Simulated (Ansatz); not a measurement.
## Li (bcc, W type), frozen-phonon scan

Li (bcc, W type)

```
CELL_PARAMETERS angstrom
     -3.43479     3.43479     3.43479
      1.71739    -1.71739     1.71739
      1.71739     1.71739    -1.71739
ATOMIC_POSITIONS crystal
  Li 0.00000 0.00000 0.00000
  Li 0.50000 0.00000 0.00000
```

The atoms are displaced by Q × the pattern below (from a DFPT mode at N = (0.5, 0.0, 0.0), largest move 1; Q in Å), at fixed cell. (q is in reciprocal vectors of the primitive cell; the cell shown is doubled to hold the pattern.)

```json
[
 {"atom": "Li1", "x": "1.000", "y": "0.000", "z": "0.000"},
 {"atom": "Li2", "x": "-1.000", "y": "0.000", "z": "0.000"}
]
```

Computed with PBE (plane waves to 420 eV, PAW, scalar-relativistic; Ansatz, a quantum-chemistry and plane-wave program). k mesh 19×19×19 (Γ-centred), Fermi-Dirac smearing 0.05 eV. E stands for the smeared free energy. With partly filled bands, energies and forces of such displacements shift with the k mesh and the smearing. Li was relaxed with its symmetry unable to fall. The PAW data are Ansatz's earlier set. The zero of ΔE is the undisplaced structure.

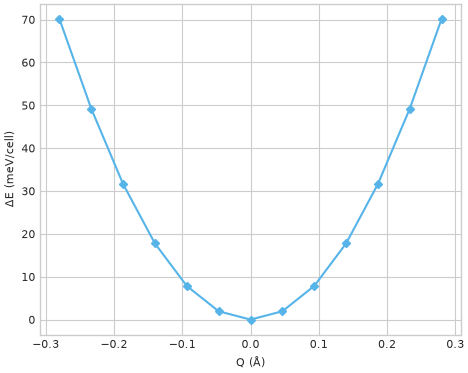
Figure. ΔE (meV/cell) against Q (Å); one marker a computed point.

The energy at Q = 0.280 Å is 70 meV/cell. Shape of the curve: a single well with its minimum at or next to zero displacement. Harmonic wavenumber from the curvature (finite differences): 187 cm⁻¹. Symmetry of the curve: even: the same for both signs. Space group of the distorted cell: Cmcm (No. 63), lowered from Im-3m.

E″ = 1.78 eV/Å², M = Σ mᵢ|uᵢ|² = 13.9 u, ν̃ = 521.5·√(|E″|/M).

(A displaced cell: forces are minus the slopes of the energy, force constants its curvatures, and phonons follow from these.)
